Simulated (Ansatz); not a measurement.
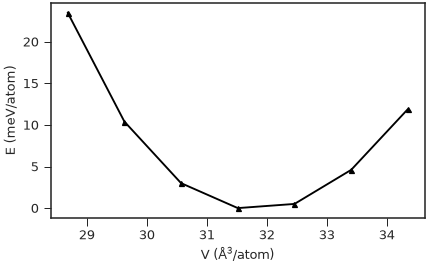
Fig. 1. SnSe in space group P4_2/mmc (No. 131; Sn on 2c, Se on 2e) under volume change, PBE in the plane-wave PAW code Ansatz, shape and atoms relaxed at each volume.

### Question
What does a third-order Birch–Murnaghan fit give for V₀, B₀ and B′?

### Answer
V₀ = 31.74 Å³/atom, B₀ = 21.6 GPa, B′ = 4.6.

The cell is a constructed one: a structure type filled with these elements; neither database checked (COD, Materials Project) lists it. It is not the phase usual at ambient conditions (space group No. 62). The cell keeps a stress of up to 0.2 GPa. Symmetry was held in the PBE relaxation; its stability against distortions is not shown here. Spin–orbit coupling is left out wherever it is not named.

Potentials: the later of the program's two PAW sets.
